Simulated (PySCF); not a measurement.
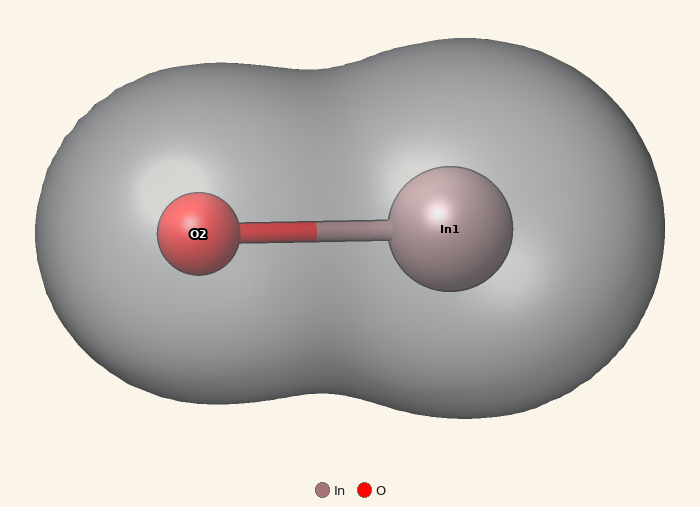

InO (charge −1). Isosurface of the electron density at 0.1 e/Å³ (grey), seen from one side.

Core potentials replace the inner electrons of In.

Method: PBE0/def2-SVPD, non-relativistic Hamiltonian with scalar-relativistic core potentials where named, at a bond length of 1.946 Å in PySCF.

```json
{"atom": "In", "x (Å)": "0.0000", "y (Å)": "0.0000", "z (Å)": "-0.2378"}
{"atom": "O", "x (Å)": "0.0000", "y (Å)": "0.0000", "z (Å)": "1.7082"}
```

> What does this surface tell about the bonding?

At this value the surface is in one piece. It bridges the sampled In–O (1.95 Å) contact, where the density stays above the isovalue. On the grid the lowest density along these lines, outside the cores, is 0.77 e/Å³ (In–O, 1.95 Å).
